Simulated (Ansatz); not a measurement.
Consider K2MoF6 (started from the K2PtCl6 type) (Fm-3m).

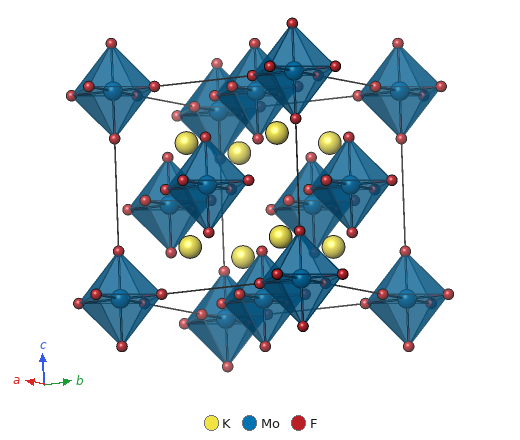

The structure (potassium yellow, molybdenum blue, fluorine red). Some periodic images of atoms are drawn too.

The structure was built from a prototype and need not be the compound's stable phase.

```
K Mo F
1.0
     4.29598    0.00000    4.29598
     4.29598    4.29598    0.00000
     0.00000    4.29598    4.29598
K Mo F
2 1 6
Direct
  0.25000 0.25000 0.25000
  0.75000 0.75000 0.75000
  0.00000 0.00000 0.00000
  0.22892 0.22892 0.77108
  0.77108 0.77108 0.22892
  0.22892 0.77108 0.22892
  0.77108 0.22892 0.77108
  0.77108 0.22892 0.22892
  0.22892 0.77108 0.77108
```

The structure was relaxed with PBE. The structure type comes from a generator and need not be one that this composition takes. The structure was generated from a model, not taken from a measurement. The runs that relaxed it are not among those shown. The program's search for lower electronic states was switched off, so nothing shows that the state found is the lowest. PAW set soft_2, made with PBE.

A constrained-RPA run (Ansatz 0.2.0; non-magnetic PBE; Mo t2g, bands v1 to c2, 4×4×4 mesh, medium accuracy) builds 3 functions on bands 0.14 eV wide, with 2.0 electrons in the window. The bare on-site interaction is 13.0 eV and the bare J 0.48 eV.

Q: Estimate U, U′ and J.

On the Mo t2g shell, U = 5.96 eV (46 % of the bare value), U′ = 5.19 eV, J = 0.35 eV.

The parent state is non-magnetic and the interaction static (zero frequency); U depends on the window and the orbitals, so it belongs to this model alone.

[Paths, hosts, dates, memory and timing lines, banners, echoed tables and standing remarks are left out of the program output.]

[Logs are printed without paths, hosts, clocks, repeated set-up lines and the standing remarks that a program may print on its own settings, such as how far it seeks lower states.]

[Runs of the session that timed out or met a known fault of the program may be left out.]

[Hosts, paths, dates, database ids (printed as entryN), source tags and the programs' standing remarks are cut or masked in the printed files.]
